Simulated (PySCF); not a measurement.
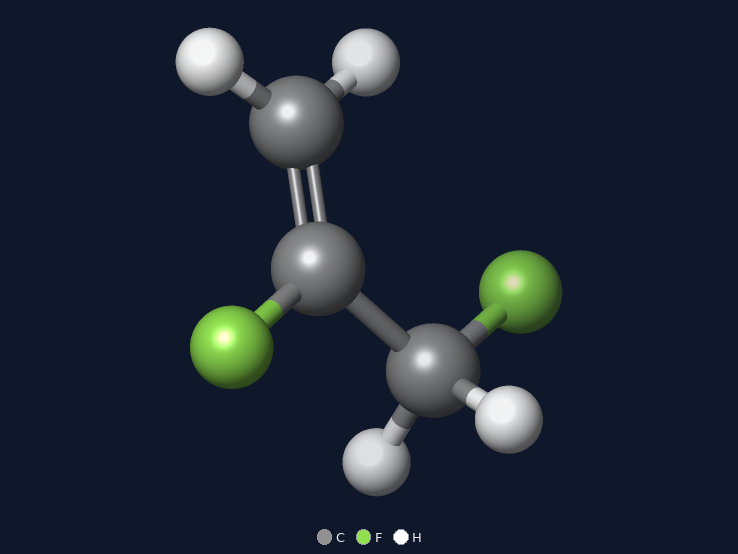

Rendered structure (ball-and-stick style). Double and triple bonds are drawn as two and three sticks.

Computed geometry: GFN2-xTB optimisation. No frequency run is at hand to confirm it as a minimum.

Description:

Formula C3H4F2. As SMILES it reads `C=C(F)CF`. It has no ring. Among its groups: alkene, C–F bond. The point group is Cs. Coordination: 2 C trigonal planar; 1 C tetrahedral.

The parts below concern this one geometry. Atoms keep their numbers from picture to picture.

Dipole moment

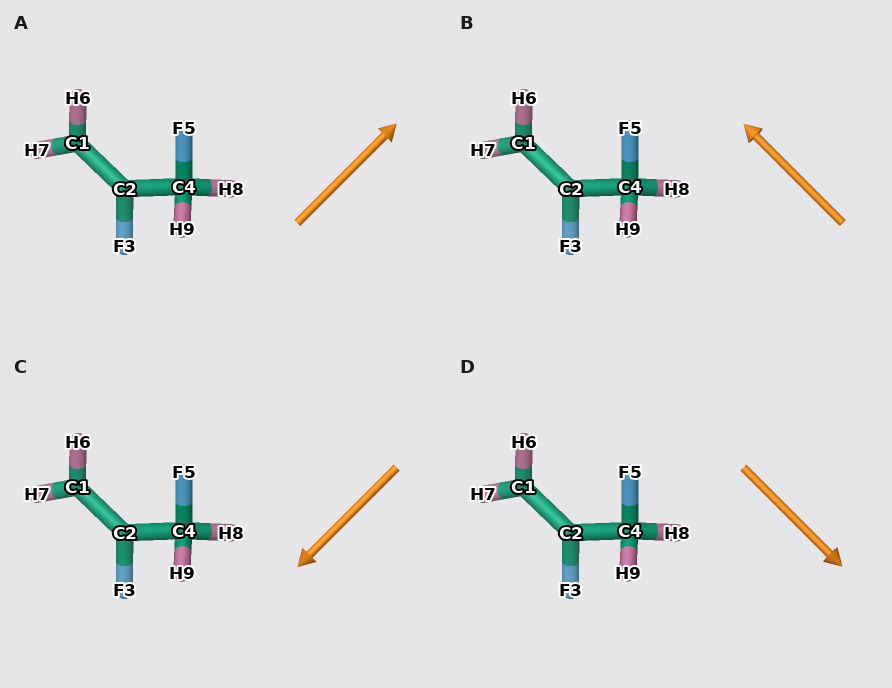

The same molecule four times, each with an arrow. No frequency run is at hand to confirm it as a minimum. Level of theory: PBE0/pcSseg-1, gas phase (PySCF 2.14.0).

Which arrow points along the dipole moment, from the negative to the positive end?

D. The dipole moment is 0.37 D; it points from the side of H6, H7 to the side of H8, H9 (the outermost atoms at the two ends).

Spin–spin coupling

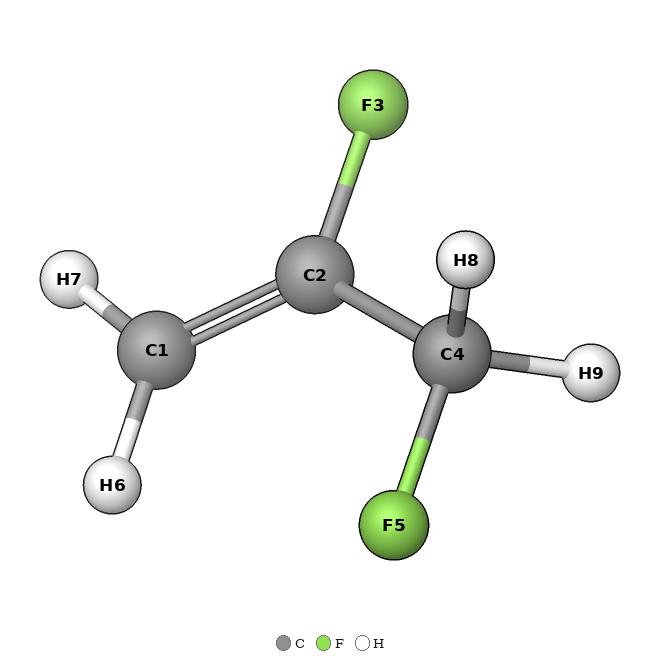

No frequency run is at hand to confirm it as a minimum. Properties computed with B3LYP/pcJ-1 indirect spin-spin coupling, non-relativistic, gas phase (PySCF 2.14.0). Isotopes: 13C, 19F, 1H.

Give the spin–spin coupling constants of these pairs, with the number of bonds between them: C4/H8, C2/H6, F3/C4, C1/H8, F3/H6, F3/H7.

| pair | bonds apart | J (Hz) |
| --- | --- | --- |
| C4, H8 | 1 | 157.0 |
| C2, H6 | 2 | 8.5 |
| F3, C4 | 2 | 43.8 |
| C1, H8 | 3 | 3.8 |
| F3, H6 | 3 | 47.3 |
| F3, H7 | 3 | 18.8 |

Density functionals are unreliable for couplings to fluorine, so those rows may be far off.

NMR shielding

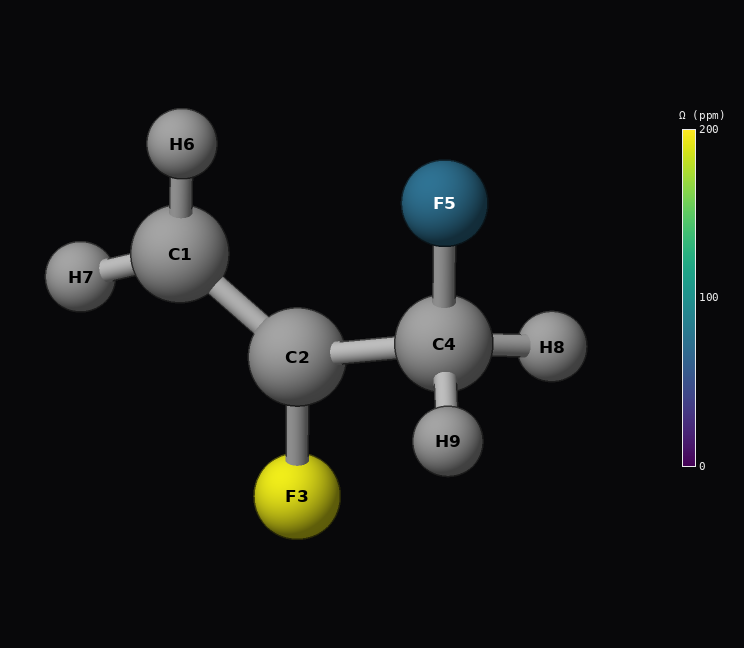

The F atoms are coloured by the span of their shielding tensor. No frequency run is at hand to confirm it as a minimum. Properties computed with GIAO PBE0/pcSseg-1 NMR shielding, non-relativistic, gas phase (PySCF 2.14.0). Principal shieldings σ11 ≤ σ22 ≤ σ33, span Ω = σ33 − σ11, skew κ = 3(σiso − σ22)/Ω.

Which F atom has the most anisotropic shielding?

F3, with a span of 193 ppm.

Give the shielding tensors of the F atoms.

| atom | σ11 | σ22 | σ33 | σiso | Ω | κ |
| --- | --- | --- | --- | --- | --- | --- |
| F3 | 187.1 | 293.6 | 379.8 | 286.8 | 192.7 | −0.11 |
| F5 | 407.7 | 421.2 | 480.3 | 436.4 | 72.6 | 0.63 |

Shieldings and span in ppm.
